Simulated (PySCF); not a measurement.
# C₂H₅GaO: geometry, electronic excitations

Wanted: the electronic excitations of C₂H₅GaO (`C=C[O][GaH2]`), by calculation.

Programs: PySCF 2.14.0, with density-fitted response routines of our own. Each step states its level of theory. These are calculated values for one molecule in the gas phase, unless marked as measured. Atoms count from 0, in the outputs and in this text.

### 1 The starting structure

9 atoms, charge 0, multiplicity 1; geometry from: GFN2-xTB. The atoms were then displaced at random by about 0.01 Å, so the start is not that level's minimum.

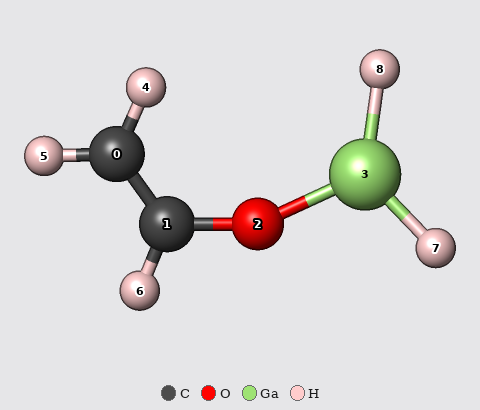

The starting geometry (carbon dark grey, oxygen red, gallium green, hydrogen pink), atoms numbered.

### 2 Relaxing the molecule at PBE0-D3(BJ)/def2-SVP

Job settings and geometry (Å):

```
{"job": {"xc": "PBE0", "basis": "def2-SVP", "d3": "d3bj", "grid": 1, "shake": 0.01, "kind": "geom"}, "charge": 0, "multiplicity": 1}
C     -1.572470    -0.461420     0.472910
C     -0.514200    -0.982960    -0.057680
O      0.651940    -0.336170    -0.236510
Ga     1.719990     1.060280    -0.243070
H     -1.595420     0.587460     0.780610
H     -2.501180    -0.998310     0.582980
H     -0.473350    -2.013250    -0.388930
H      3.138330     0.605480    -0.542930
H      1.204180     2.521720     0.026120
```

On the command line:

```console
> OMP_NUM_THREADS=1 python probes_run.py task.json out
```

This one command runs all jobs of the session in turn.

**Question.** This job is followed by: TDDFT PBE0/def2-TZVPD, vertical, gas phase, core orbitals frozen in the response. What will the session give for the following? point group; rotational constants (main isotopes); lowest singlet (PBE0/def2-TZVPD); brightest single state of those computed; lowest triplet.

The runs gave:

| quantity | value |
| --- | --- |
| point group | C1 |
| rotational constants (main isotopes) | 16.07, 2.50, 2.21 GHz |
| lowest singlet (PBE0/def2-TZVPD) | 4.00 eV (310 nm), f = 0.033 |
| brightest single state of those computed | state 9, 6.92 eV, f = 0.118 |
| lowest triplet | 3.67 eV |

In words: The optimisation took 11 steps and gained 0.265 eV; among the close pairs (by a distance rule), O2–Ga3 changed most, from 1.758 to 1.805 Å. No frequency check was run at this level, so the end point may be a saddle. The first singlet state (HOMO→LUMO 0.99) lies at 4.00 eV and is weak; of the 10 states computed, the strongest absorption comes from state 9 at 6.92 eV (the last state computed is bright too, and its partners may lie past the list). The lowest triplet lies 0.33 eV below the lowest singlet (triplets in Tamm-Dancoff, singlets in full TDDFT). States above −ε(HOMO) lie where TDDFT describes them poorly and they hang on the basis; the brightest is among them.
